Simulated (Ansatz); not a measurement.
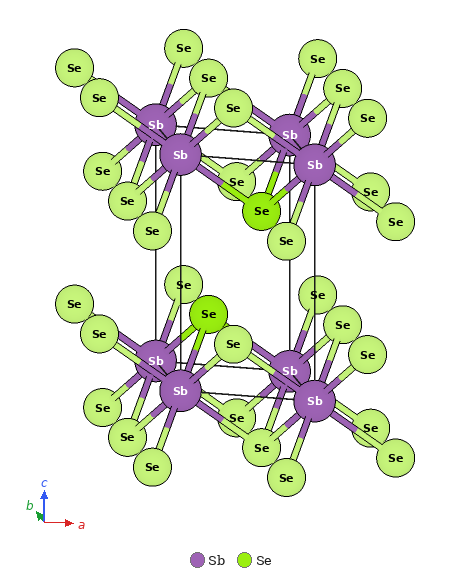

Drawn in the ball-and-stick manner and seen slightly off an axis. The edges of the conventional unit cell are marked. Atoms just outside the outline that bond to atoms inside are added, in fainter colours.

SbSe₂, cadmium iodide (CdI₂, 1T) type, space group P-3m1 (No. 164), a = 3.892 Å, b = 3.892 Å, c = 6.600 Å, α = 90.00°, β = 90.00°, γ = 120.00°. The initial geometry was a structure type filled with these elements by a generator (whether the compound takes this form wasn't checked). Earlier steps of the study may have refined or changed the cell and positions. An electronic-structure calculation with Ansatz was run on it.

This one geometry was computed with Ansatz (DFT, plane waves, PAW) at three levels of theory: PBEsol, PBE with spin-orbit coupling and PBE.

Which level gives the highest pressure at this volume, and what does that say about its equilibrium volume?

Highest: PBE with spin-orbit coupling (0.1 GPa) and PBE (0.0 GPa), which points to the largest equilibrium volume. Lowest, with the smallest volume: PBEsol (-2.5 GPa). Levels within 0.5 GPa of each other can't be told apart.

How does the band gap change with the level of theory?

All levels give a metal.

Collect the results in a table.

| level | cutoff (eV) | k-mesh of the run's cell | gap (eV) | pressure (GPa) |
| --- | --- | --- | --- | --- |
| PBEsol | 420 | 12×12×8 | metal | -2.5 |
| PBE with spin-orbit coupling | 420 | 12×12×8 | metal | 0.1 |
| PBE | 420 | 12×12×8 | metal | 0.0 |

Gaps are taken on the k-mesh or band path of each run.
